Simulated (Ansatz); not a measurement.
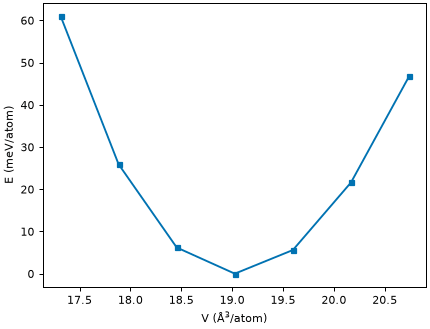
*ZrTi in space group P-6m2 (No. 187; Zr on 1a, Ti on 1d) under volume change, the program Ansatz at the LDA level (PAW), shape and atoms relaxed at each volume.*

### Question
What does a third-order Birch–Murnaghan fit give for V₀, B₀ and B′?

### Answer
V₀ = 19.03 Å³/atom, B₀ = 110 GPa, B′ = 3.4.

The workflow started from a Materials Project entry (that database holds measured and hypothetical structures alike); the Crystallography Open Database copy checked does not list it. With Zr and Ti taken as one species the cell has the higher symmetry P6_3/mmc, so it may be an ordered model of a mixed-site phase. Its standing as an ambient phase is unchecked. Symmetry was held in the LDA relaxation; whether a distortion lowers the energy is not shown. The run is not spin-polarised.

Potentials: the later of the program's two PAW sets.
